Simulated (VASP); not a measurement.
Band structure of Re (hcp). Level of theory: r2SCAN+rVV10, VASP's PBE PAW potentials (set 64) (plane waves; VASP).

Unless said otherwise, spin-orbit coupling is left out, though it shifts the bands of the heavy elements here.

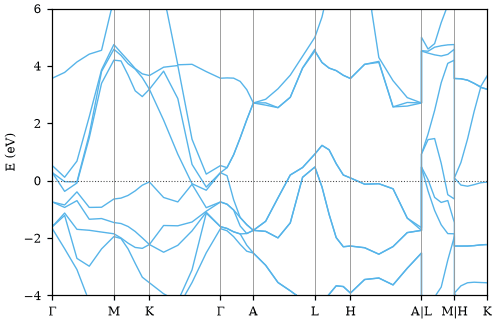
Figure. Bands along high-symmetry lines, zero at the valence-band maximum or, without a gap, the Fermi level

Read the plot: is there a gap, and where are the band edges?

It has no gap at this level: it comes out as a metal or semimetal.

The compound is Re in the hcp structure. It was relaxed first.
